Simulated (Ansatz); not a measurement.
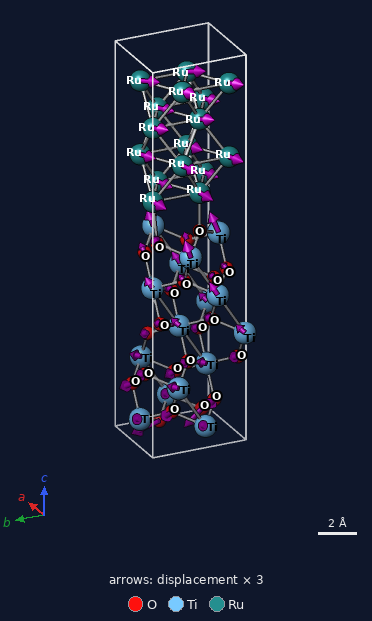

A relaxation of an interface cell of composition Ti₅Ru₈O₁₀. The starting structure is drawn; purple arrows show the displacements (the part carried along by the change of the cell is left out), 3 times their true length.

The picture is a ball-and-stick view of the cell of the calculation, seen from a free direction.

Case: film shifted by (0, 0) in the plane.

Computed with DFT PBE, scalar-relativistic, plane waves, PAW in Ansatz. (plane-wave cutoff 420 eV; k-point mesh 8 × 7 × 2; occupations gaussian; smearing width 0.1 eV; no spin polarisation; cell relaxed at fixed a, b, gamma, alpha, beta; force threshold 0.02 eV/Å; at most 70 steps)

### What did the optimiser do to the structure, and how much energy did it gain?

The energy falls by 2.243 eV per cell of the calculation in 21 accepted moves (26 points after the start). Largest force component: 1.6 eV/Å at the start, 0.013 eV/Å at the end. The pressure goes from −5.61 to 0.36 GPa. The line search rejected the trial steps at points 5, 16, 19 of the run. At 2 points the geometry stayed and the basis and grid were re-selected for the new cell (energy shift of 40.6 meV per cell of the calculation at most each time). The largest move relative to the cell is that of an O atom, 0.69 Å roughly along [3 3 −1]. By element the largest moves are O 0.69 Å, Ti 0.42 Å, Ru 0.42 Å. The volume changes by −3.6 %, with a unchanged at 4.643 Å, b unchanged at 5.509 Å, c 22.459 → 21.647 Å (−3.6 %). Some distances before and after: O–Ru 3.082 → 2.199 Å, Ru–Ti 3.652 → 2.985 Å, Ru–Ti 3.307 → 2.652 Å, O–Ru 2.764 → 2.168 Å. Bond angles that change, for instance: Ti–O–Ti 130.8° → 153.2°, Ti–O–Ru 118.9° → 99.8°, O–Ti–O 180.0° → 162.1°. The run took 62 min on 8 threads of Intel(R) Xeon(R) 6975P-C (Granite Rapids), with other jobs on the host, peak memory 11 GiB.
